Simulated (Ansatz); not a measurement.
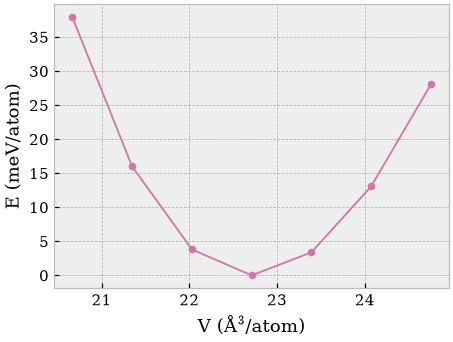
*BeTe (zinc blende, space group No. 216) under volume change, PBE in the plane-wave PAW code Ansatz, scaled uniformly.*

Task: What does a third-order Birch–Murnaghan fit give for V₀, B₀ and B′?

Result: V₀ = 22.71 Å³/atom, B₀ = 56.4 GPa, B′ = 4.0.

Space group F-43m (zinc blende). Symmetry was held in the PBE relaxation; of distortions, only those at the zone centre were tested. Spin–orbit coupling is left out wherever it is not named.

Potentials: the later of the program's two PAW sets.
